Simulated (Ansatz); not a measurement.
The relaxed structure here is a generated cell of YN: the first start was made by placing the elements on the sites of a structure type, and the end was not matched to a known phase here, so it may be hypothetical. Known forms of YN include space group No. 225.

One stationary structure of YN. Space group R3m (No. 160), AFLOW prototype AB_hR6_160_b_b (B13, as in NiS). Computed with r2SCAN (plane waves to 500 eV, PAW, scalar-relativistic; Ansatz, a quantum-chemistry and plane-wave program).

```xyz
6
Lattice="5.0404 2.9101 1.0697 -5.0404 2.9101 1.0697 0.0000 -5.8201 1.0697" Properties=species:S:1:pos:R:3 pbc="T T T"
Y     -3.4426    -1.9876     2.4508
Y      3.4426    -1.9876     2.4508
Y      0.0000     3.9751     2.4508
N     -1.5682    -0.9054     1.9490
N      1.5682    -0.9054     1.9490
N      0.0000     1.8108     1.9490
```

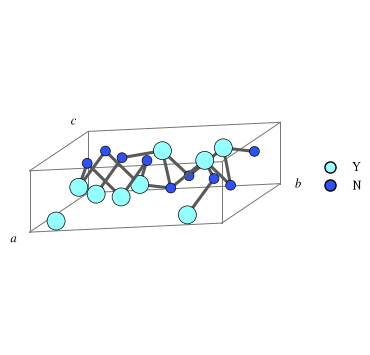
Figure. The conventional cell of the relaxed structure

For YN, the volume per atom is 15.69 Å³ and the band gap is 2.11 eV, direct at F (no spin-orbit coupling). The shortest distances is N–Y 2.22 Å; N–N 3.14 Å; Y–Y 3.20 Å and the k-mesh comes out as 11×11×11.

Band energies at high-symmetry points (eV from the VBM; labels of this space group; no spin-orbit coupling), from −5 eV up to 4.0 eV:

| point | energies |
|---|---|
| Γ | -2.18 -2.18 -1.67 -1.19 -1.16 -1.16 -0.57 -0.41 -0.41 2.17 3.44 3.99 3.99 |
| L | -3.00 -2.85 -2.55 -1.93 -1.87 -1.26 -0.81 -0.62 -0.10 3.22 3.94 |
| T | -2.37 -2.34 -2.34 -1.65 -1.55 -1.40 -1.40 -1.04 -1.04 3.47 3.77 3.77 |
| P0 | -3.20 -2.37 -2.37 -2.36 -2.25 -1.00 -1.00 -0.18 -0.18 3.35 3.77 3.77 |
| P2 | -3.20 -2.37 -2.37 -2.36 -2.25 -1.00 -1.00 -0.18 -0.18 3.35 3.77 3.77 |
| F | -2.82 -2.71 -2.43 -0.87 -0.79 -0.71 -0.51 -0.05 0.00 2.11 2.38 3.75 |

No spin polarisation in the result.

The run could not lose the symmetry of its start: the end is stationary, and may be a saddle point rather than a minimum.
